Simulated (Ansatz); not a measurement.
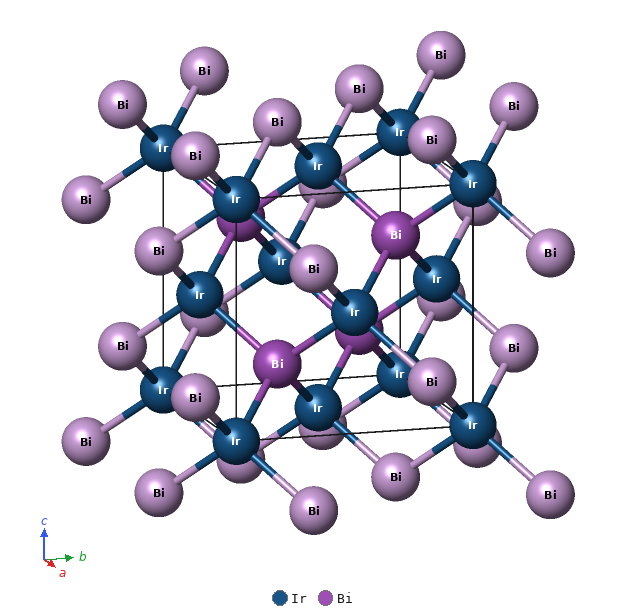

Drawn in the ball-and-stick manner and seen slightly off an axis. The lines enclose the conventional unit cell; boundary atoms appear with their images. Atoms outside the box are added where they are bonded to one inside, in fainter colours.

BiIr, zinc blende (sphalerite type), space group F-43m (No. 216), a = 6.135 Å, b = 6.135 Å, c = 6.135 Å, α = 90.00°, β = 90.00°, γ = 90.00°. The structure comes from a structure type filled with these elements by a generator (whether the compound takes this form wasn't checked). Earlier steps of the study, as a rule a relaxation of our own, may have changed the cell and positions, so they can lie some per cent off the listed ones. An electronic-structure calculation with Ansatz was run on it.

This one geometry was computed with Ansatz (DFT, plane waves, PAW) at five levels of theory: r2SCAN, PBE, PBEsol, PBE with spin-orbit coupling and LDA.

> Which level gives the highest pressure at this volume, and what does that say about its equilibrium volume?

Highest: PBE (0.0 GPa) and PBE with spin-orbit coupling (0.3 GPa), which points to the largest equilibrium volume. Lowest, with the smallest volume: LDA (-5.7 GPa). Levels within 0.5 GPa of each other can't be told apart.

> How does the band gap change with the level of theory?

All levels give a metal.

> Collect the results in a table.

| level | cutoff (eV) | k-mesh of the run's cell | gap (eV) | pressure (GPa) |
| --- | --- | --- | --- | --- |
| r2SCAN | 500 | 10×10×10 | metal | -2.6 |
| PBE | 420 | 10×10×10 | metal | 0.0 |
| PBEsol | 420 | 10×10×10 | metal | -3.7 |
| PBE with spin-orbit coupling | 420 | 10×10×10 | metal | 0.3 |
| LDA | 420 | 10×10×10 | metal | -5.7 |

Gaps are taken on the k-mesh or band path of each run.
